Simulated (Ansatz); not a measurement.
# Screening in TiO2 (I4/m), part 2 of 2

Wanted: ε∞ of TiO2 (I4/m) from perturbation theory, a sum over states and the RPA step of G0W0, with cost.

Ansatz 0.2.0; linear response on LDA, plane waves, PAW. Known limits of the many-body steps: not at the basis limit.

So far. Step 2 (Response to a homogeneous field): One over ε∞ averages 0.16, under the quarter of exact exchange in PBE0, which by this rule of thumb may open the gap too far. Step 3 (Independent-particle spectrum): The sum gives ε∞ = 6.87 and 6.26 without local fields.

### Step 3. Independent-particle spectrum (continued)

Level of this step: independent-particle optics on LDA, plane waves, PAW; PAW set soft_1 (Ansatz).

Independent particles, no local fields, Gaussian width 0.2 eV. Table of ε₁ by photon energy:

```csv
photon energy (eV),xx=yy,zz
0.0,6.82,6.21
2.5,9.38,8.96
5.0,-1.24,3.31
7.5,0.583,0.392
10.0,-0.792,-0.729
12.5,0.665,0.803
15.0,0.917,0.988
17.5,1.17,1.27
20.0,0.511,0.663
22.5,0.404,0.490
25.0,0.377,0.354
```

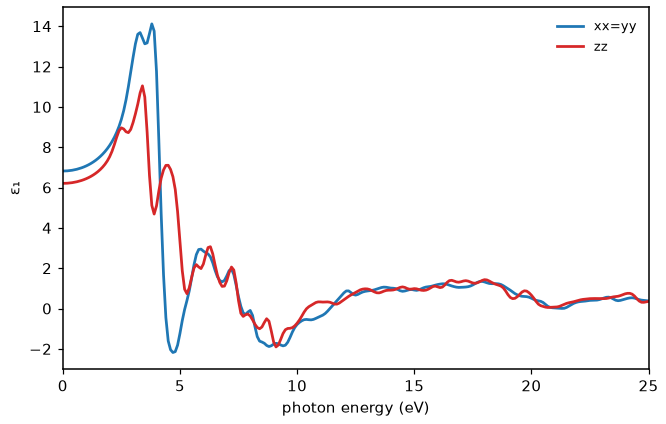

ε₁, plotted against photon energy.

### Step 4. RPA screening from the G0W0 run

Now the one-shot GW correction: screening in the RPA, then the self-energy of the levels asked for. This step takes PAW set soft_1 files.

This step: G0W0 on LDA, plane waves, PAW; PAW set soft_1.

Contents of input.yaml:

```yaml
crystal:
  lattice:
    - [-4.3507577183, 4.3507577183, 1.8875555959]
    - [4.3507577183, -4.3507577183, 1.8875555959]
    - [4.3507577183, 4.3507577183, -1.8875555959]
  atoms:
    - { symbol: Ti, position: [0.2922817, 0.00285525, 0.29513695] }
    - { symbol: Ti, position: [0.00285525, 0.7077183, 0.71057354] }
    - { symbol: Ti, position: [0.99714475, 0.2922817, 0.28942646] }
    - { symbol: Ti, position: [0.7077183, 0.99714475, 0.70486305] }
    - { symbol: O, position: [0.49886382, 0.15078472, 0.64964854] }
    - { symbol: O, position: [0.16166201, 0.8403974, 0.00205942] }
    - { symbol: O, position: [0.15078471, 0.50113618, 0.65192089] }
    - { symbol: O, position: [0.15960259, 0.16166201, 0.32126461] }
    - { symbol: O, position: [0.8403974, 0.83833799, 0.67873539] }
    - { symbol: O, position: [0.84921528, 0.49886382, 0.34807911] }
    - { symbol: O, position: [0.83833799, 0.15960259, 0.99794058] }
    - { symbol: O, position: [0.50113618, 0.84921529, 0.35035146] }
kpoints:
  mp_grid: { grid: [4, 4, 4] }
hamiltonian:
  xc: lda
  pseudopotentials: { kind: paw, azcp: { folder: soft_1 }, xc_functional: pbe }
scf:
  occupations: { method: fixed }
gw:
  n_empty_bands: 783
  ecut_chi: 180.0
  qp_bands: [v4, c4]
  qp_kpoints: band_edges
  screening: { model: contour_deformation }
```

Command:

```
ansatz run input.yaml --threads 3 --pin off --max-ram 92160MiB --backend cuda --events-out ev --progress --plain --runs-dir out --devices 1 --max-vram 13GiB
```

Numbers of over 12 decimals in the logs are rounded to 6 here.

What it wrote:

```text
GPUs: using 1 of 1 available (devices: 1).
[...]
GPU FFT provider: cuFFT
GPU libraries: cuBLAS 13.8.2, cuFFT 12.4.0, cuSOLVER 12.3.4
Crystal: 12 atoms, lattice volume = 142.919 Å³
Basis set: ecut = 420 eV, 2795 PW (Γ)
Bands: 60, of which v1, the nominal top of the filled ones, is band 48 counted from 1 (47 counted from 0)
Symmetry: 8 space group operations
[...]
k-points: 14 of 64
[...]
0    52      9.4066   -14.1387    -7.2790   -22.8960  0.7102    10.9411    10.8850  root
[...]
13    49      9.1695   -13.2723    -7.3398   -22.0760  0.7141    10.6879    10.6334  root
    13    50      9.1695   -13.2723    -7.3398   -22.0760  0.7141    10.6879    10.6334  root
    13    51      9.2207   -13.7300    -6.5507   -21.6540  0.7224    10.6368    10.5939  root
    13    52      9.4164   -13.6432    -7.7903   -22.9470  0.7044    10.9947    10.9299  root
[key lines of the parts left out:]
SCF converged after 11 iterations
Free energy (F): -14260.244539 eV
Fermi energy:    6.372895 eV
```

Run time: 1.9 min. Hardware: 1 × NVIDIA H100 80GB HBM3 (shared by 6 runs) with 3 threads of AMD EPYC 7R13 (Zen 3), shared host; peak memory 3.1 GiB; 3 min of CPU time.

Numbers from this step:

| Property | Result |
| --- | --- |
| bands summed | 831 |
| RPA ε∞ on this mesh (eigenvalues) | 6.123, 6.123, 6.186 |
| plane waves in the screening matrix | 797 |
| G0W0 gap on the mesh | 3.260 eV |
| k of the valence top | -0.5, -0.5, -0.5 |
| k of the conduction bottom | 0, 0, 0 |
| starting gap on the mesh | 1.526 eV |
| least direct G0W0 gap on the computed points | 4.017 eV |

The gap on the mesh goes from 1.53 eV to 3.26 eV, a correction of +1.73 eV. Between the two edge states, bare exchange in place of the xc potential would open the gap by 12.44 eV, and correlation takes back 10.71 eV.

Mean over the mesh in bins of 0.25 1/Å. Table of static inverse dielectric function, diagonal by length of q+G:

```csv
length of q+G (Å⁻¹),"static inverse dielectric function, diagonal"
0.31,0.188
1.01,0.360
1.76,0.564
2.51,0.717
3.25,0.813
3.75,0.855
4.50,0.899
5.25,0.931
6.00,0.955
6.75,0.972
```

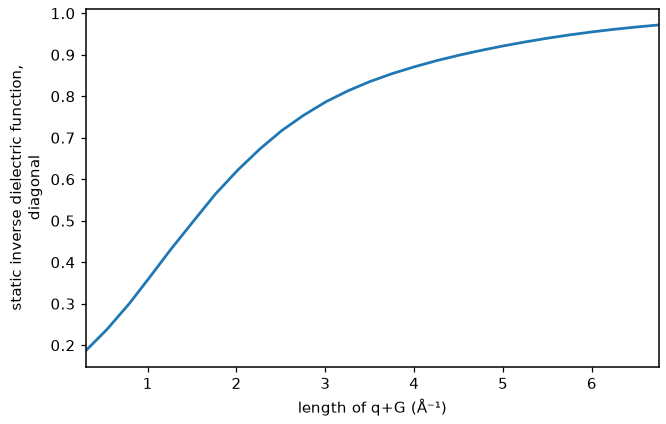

Static inverse dielectric function, diagonal, plotted against length of q+G.

### Step 5. The values together

Times are wall times on 1 × NVIDIA H100 80GB HBM3 (shared by 6 runs) with 3 threads of AMD EPYC 7R13 (Zen 3), shared host, good to a factor of about two.

```csv
method,mesh,"ε∞, low",middle,high,mean,time
perturbation theory (local fields and xc kernel),6×6×6 (response on 216 points),6.05,6.31,6.31,6.22,1.9 min
sum over states (no local fields),6×6×6,6.26,6.87,6.87,6.67,74 s
"RPA with local fields, on the GW mesh",4×4×4,6.12,6.12,6.19,6.14,1.9 min
```

### Step 6. What came out

| Item | Value |
| --- | --- |
| perturbation theory (local fields and xc kernel) | 6.05, 6.31, 6.31 |
| sum over states (no local fields) | 6.26, 6.87, 6.87 |
| RPA with local fields, on the GW mesh | 6.12, 6.12, 6.19 |

Mean Born effective charge: Ti1 5.98, O5 -3.20, O6 -2.78 e. Distinct peaks of the ε₂ (xx=yy) stand at 4.1 and 7.4 eV; the one at 4.1 eV is strongest. Distinct peaks of the loss function (xx=yy) stand at 11.5 and 21.7 eV; the one at 11.5 eV is strongest. The sum without local fields gives 6.67 in the mean against 6.22 by perturbation theory; local fields lower ε∞ and the xc kernel gives part of it back, though the sum also carries the error of its own mesh. The RPA values on the 4×4×4 mesh average 0.99 times those of perturbation theory (means 6.14 and 6.22). Without the xc kernel RPA should lie a little lower, and the mean does, by little. LDA usually puts the gap too low, which tends to raise ε∞. Ions are clamped, so the lattice part of the static constant is not in these numbers.

[Paths, hosts, dates, memory and timing lines, banners, echoed tables and standing remarks are left out of the program output.]

[Logs are printed without paths, hosts, clocks, repeated set-up lines and the standing remarks that a program may print on its own settings, such as how far it seeks lower states.]

[Runs of the session that timed out or met a known fault of the program may be left out.]

[Cells called generated may have been cut or substituted from an entry of the Crystallography Open Database or the Materials Project.]

[Hosts, paths, dates, database ids (printed as entryN), source tags and the programs' standing remarks are cut or masked in the printed files.]
